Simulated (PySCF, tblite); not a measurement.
**C2H12FPSi4: geometry, infrared bands and NMR shifts**

Aim: predict the infrared bands and NMR shifts of C2H12FPSi4 (`F[Si@]1(P([SiH3])[SiH3])CC[SiH2]1`).

Programs: tblite 0.8.0 and PySCF 2.14.0, with density-fitted response routines of our own. Each step states its level of theory. These are calculated values for one molecule in the gas phase, unless marked as measured. Atoms count from 0, in the outputs and in this text.

## (1) Starting geometry

20 atoms, charge 0, multiplicity 1; geometry from: force field or distance geometry start.

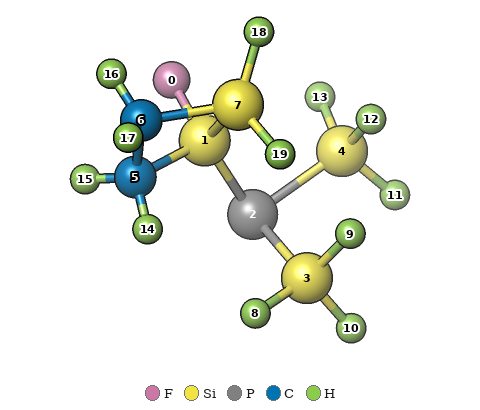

As it starts; fluorine pink, silicon yellow, phosphorus grey, carbon blue, hydrogen green, atoms numbered; sticks join atoms by distance.

## (2) Geometry optimisation with GFN2-xTB

What the job is given:

```
{"job": {"kind": "relax", "xc": "GFN2-xTB", "basis": "xTB"}, "charge": 0, "multiplicity": 1}
F      0.925900    -2.186400    -0.829700
Si     0.492500    -0.717700    -0.339600
P     -1.377600    -0.168200    -1.221100
Si    -1.849600     1.662500    -0.110600
Si    -2.629900    -1.496100     0.008000
C      1.925000     0.490900    -0.702900
C      2.768800     0.142400     0.571000
Si     1.261900    -0.234000     1.705400
H     -0.844300     2.685500    -0.455900
H     -1.780000     1.392000     1.357900
H     -3.211700     2.119500    -0.459200
H     -4.054600    -1.109600    -0.147300
H     -2.234000    -1.374900     1.434300
H     -2.442500    -2.895700    -0.445500
H      1.599200     1.546800    -0.736500
H      2.442100     0.278400    -1.630700
H      3.417900    -0.735000     0.462100
H      3.385000     0.957300     0.946900
H      1.492900    -1.345700     2.669100
H      0.708000     0.998500     2.327000
```

On the command line:

```bash
OMP_NUM_THREADS=1 python probes_run.py task.json out
```

The driver reads the jobs from task.json and runs them one after another.

**Question.** This job is followed by: GFN2-xTB harmonic vibrations, gas phase; GIAO PBE0/pcSseg-1 NMR shielding, non-relativistic, gas phase. Predict these results of the whole session: strongest single infrared mode (GFN2-xTB); zero-point energy (GFN2-xTB); ¹³C shifts against TMS (PBE0/pcSseg-1); ¹H shifts against TMS (PBE0/pcSseg-1, means over atoms taken as alike); ¹⁹F shifts against CFCl3 (PBE0/pcSseg-1); ²⁹Si shifts against TMS (PBE0/pcSseg-1, means over atoms taken as alike); ³¹P shifts against H3PO4 (PBE0/pcSseg-1); surface potential, least and greatest.

The runs gave:

```
                                                                quantity                                         value
                               strongest single infrared mode (GFN2-xTB)                          748 cm⁻¹, 692 km/mol
                                            zero-point energy (GFN2-xTB)                                 77.6 kcal/mol
                                  ¹³C shifts against TMS (PBE0/pcSseg-1)                                 30.7, 4.2 ppm
  ¹H shifts against TMS (PBE0/pcSseg-1, means over atoms taken as alike)  4.83, 4.79, 4.06, 2.20, 1.86, 1.58, 1.42 ppm
                                ¹⁹F shifts against CFCl3 (PBE0/pcSseg-1)                                    -190.3 ppm
²⁹Si shifts against TMS (PBE0/pcSseg-1, means over atoms taken as alike)                        80.0, -36.7, -84.2 ppm
                                ³¹P shifts against H3PO4 (PBE0/pcSseg-1)                                    -322.9 ppm
                                   surface potential, least and greatest                            -1.10 V and 1.29 V
```

What this shows: Relaxing lowered the energy by 0.465 eV in 102 steps; the close pair that moved most is Si1–Si7, from 2.238 to 2.337 Å. All 54 modes are real, so the xTB geometry is a minimum. The strongest single mode, at 748 cm⁻¹, is spread over several atoms, H11, H13, H12 among them. Unscaled tight-binding wavenumbers are off by several per cent, some by more. Its intensities can rank the bands wrongly. At PBE0/pcSseg-1: The largest span, 195 ppm, is at Si7, where the paramagnetic term is -495 ppm. By nearest atom (PBE0/pcSseg-1), the HOMO sits on P2 50 %; Si7 13 % and the LUMO on Si1 26 %; Si7 12 %.
